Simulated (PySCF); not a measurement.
C5H11Cl3Ge2, SMILES [CH3][Ge]([CH3])([CH3])/[CH]=[CH]/[Ge]([Cl])([Cl])[Cl], singlet at its GFN2-xTB optimised geometry (Å):

```
21

Ge     1.2358    -2.9934     0.0000
Cl     3.3798    -2.9934     0.0000
Cl     0.6266    -4.1196    -1.7186
Cl     0.6106    -4.0764     1.7338
C      0.4763    -1.1473     0.0000
C     -0.1684    -0.6285     1.0272
Ge    -0.9279     1.1995     1.0583
C      0.0851     2.2396     2.4141
C     -0.7478     2.0084    -0.7440
C     -2.8348     1.0308     1.5875
H      0.6342    -0.5964    -0.9149
H     -0.2998    -1.2269     1.9208
H      0.0105     1.7733     3.3919
H      1.1350     2.2991     2.1434
H     -0.3069     3.2499     2.4875
H     -1.2398     1.3959    -1.4940
H      0.2970     2.1190    -1.0190
H     -1.2058     2.9934    -0.7594
H     -3.3041     2.0091     1.6369
H     -2.9231     0.5618     2.5631
H     -3.3798     0.4270     0.8681
```

Method: PySCF with CAM-B3LYP/def2-SVP.

Map of the Laplacian of the electron density (e/bohr⁵), clipped to [-1.50, 1.50] on the plane z = 0.6 Å:

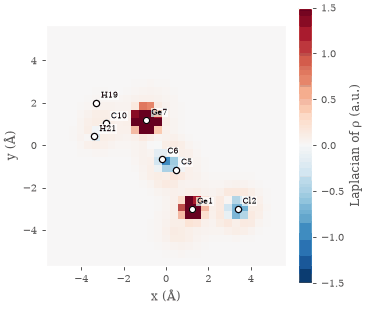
*Laplacian of the electron density (e/bohr⁵), clipped to [-1.50, 1.50] on the plane z = 0.6 Å.*
